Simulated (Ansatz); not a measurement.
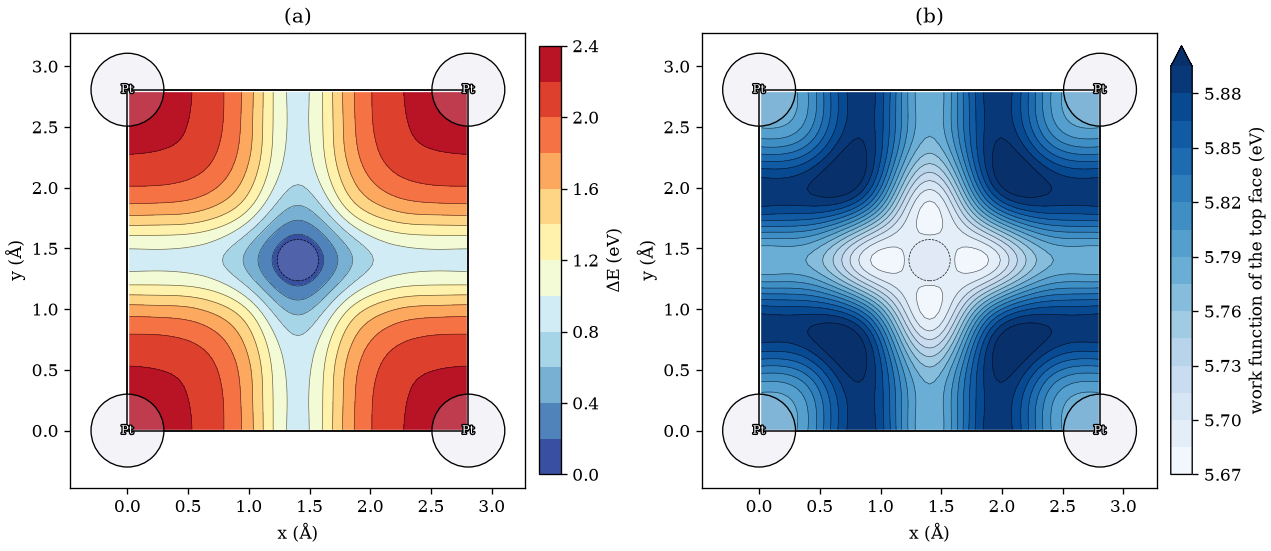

C on a Pt(100) slab cut from the Fm-3m phase, its upper half relaxed before the scan (12 atoms of substrate and one adsorbate in a 2 × 2 cell). 
- C is moved over the surface cell; relaxed at each place: the height of the adsorbate's atoms; substrate rigid; the origin of the map has the adsorbate above Pt9.
- Places are given modulo a cell vector. The map is drawn in real space over the plane of the surface.
- The grid has 6 × 6 points; 10 points were computed and 26 follow by symmetry.
- Places are given in fractions of the 1 × 1 surface cell.
- Energies are in eV, from the lowest grid point.
- The calculation used DFT PBE, scalar-relativistic, plane waves, PAW (Ansatz). Settings: cutoff 420 eV, k-mesh 5×5×1, gaussian smearing 0.1 eV, no spin polarisation.

Panel (a) is the energy; panel (b) is the computed work function of the top face, in eV.

The picture shows filled contours, labelled circles for the atoms of the top layer and small ones for the second layer, the outline of one cell of the plane. Between grid points the surface is interpolated.

How does the work function of the top face vary over the map, and what is it at the lowest grid point?

It runs from 5.68 eV at (2/6, 3/6) of the cell vectors [nearest 2 Pt at 1.88 Å] to 5.89 eV at (1/6, 2/6) of the cell vectors [nearest 1 Pt at 1.76 Å]. At the lowest grid point, a fourfold hollow over a second-layer Pt atom, (3/6, 3/6) of the cell vectors, it is 5.70 eV.

PAW datasets: the set soft_1.
